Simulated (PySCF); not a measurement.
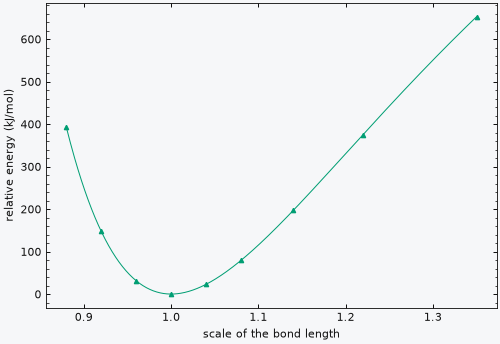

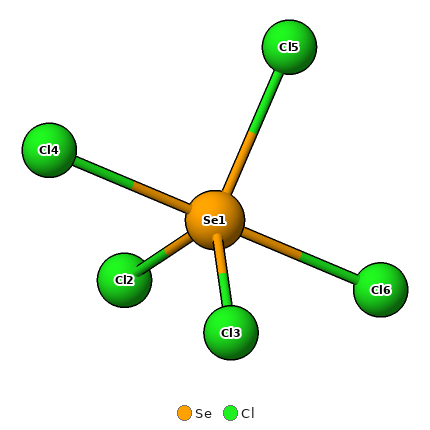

Rigid scan of SeCl₅⁺, singlet, from a minimum of the shape that electron-pair counting expects: all bonds to atom 1 scaled (atom 1 is the central atom). B3LYP/def2-SVP in PySCF 2.14.0, restricted determinant, no spin-orbit coupling; energies counted from the minimum. Splines pass through the computed points, which are marked.

> What does it cost to go to either end of the scan?

392.5 kJ/mol at 0.88 and 652.5 kJ/mol at 1.35.

> Give the values at the computed points.

In kJ/mol:
```csv
scale of the bond length,B3LYP
0.88,392.5
0.92,147.5
0.96,31.4
1.00,0.0
1.04,22.8
1.08,79.1
1.14,196.8
1.22,375.3
1.35,652.5
```

Caveats: no scalar relativity; double-zeta basis on some or all atoms.
